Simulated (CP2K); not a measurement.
Consider 3-nitrosopyrrole at its PBE geometry (Å).

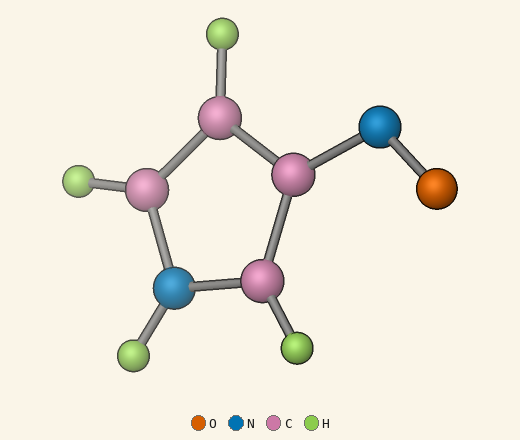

The molecule (oxygen orange, nitrogen blue, carbon pink, hydrogen green).

```xyz
11

O     2.8375   -0.8915    0.4371
N     2.2814    0.1169   -0.0351
C     0.8759    0.0725   -0.0246
C     0.0483    1.1173   -0.5513
C    -1.2558    0.7253   -0.3701
N    -1.2377   -0.5215    0.2511
C     0.0357   -0.9366    0.4684
H     0.3990    2.0367   -1.0061
H    -2.1941    1.2050   -0.6216
H    -2.0678   -1.0446    0.5097
H     0.2775   -1.8794    0.9424
```

Method: CP2K XAS_TDP, all-electron GAPW, PBEh(45%), aug-cc-pVDZ, TDA, no relativity.

Q: Where do the N K-edge lines lie, and how strong are they?

Leading lines: N2 394.52 eV and N6 397.57 eV. The leading line of an atom is its first one with 35 % of the strongest within 2.5 eV of its lowest line over the strength cut. 

The first six lines of each atom with a strength over 0.0015:

```csv
atom,energy (eV),states,"strength, one atom"
N2 (bonded to C and O),394.52,1,0.0671
,401.92,1,0.0018
,402.00,1,0.0036
,402.26,1,0.0042
,402.60,1,0.0019
,402.84,1,0.0023
N6 (bonded to 2 C and H),397.57,1,0.0300
,399.52,1,0.0161
,400.09,1,0.0071
,401.78,1,0.0016
,402.22,2,0.0042
,403.06,1,0.0047
```

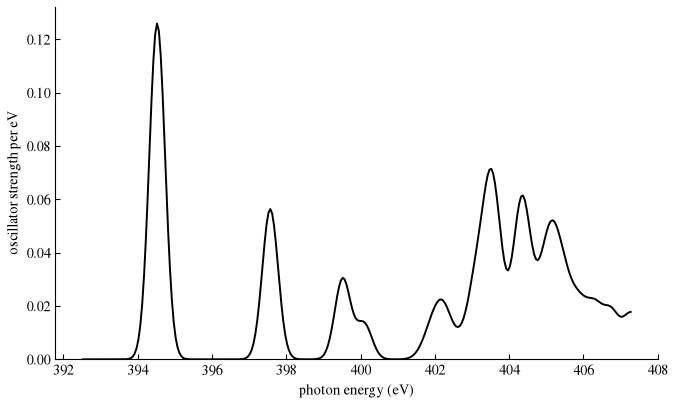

All atoms added, broadened by 0.5 eV.

Lines are vertical, at one geometry, with no vibrational structure. Without a correction of the core level, line positions, and the gaps between valence and Rydberg lines, follow the share of exact exchange. At this level such K lines come out 3 to 6 eV under measured ones. These values hold no scalar relativity, about 0.2 eV for N 1s. Rydberg lines, and the discretised continuum above threshold, depend on the basis and the box.

[Banner, clock and machine lines of the logs are left out without a mark of their own.]

[Logs are printed without paths, hosts, clocks, repeated set-up lines and the standing remarks that a program may print on its own settings, such as how far it seeks lower states.]

[Hosts, paths, dates, database ids (printed as entryN), source tags and the programs' standing remarks are cut or masked in the printed files.]
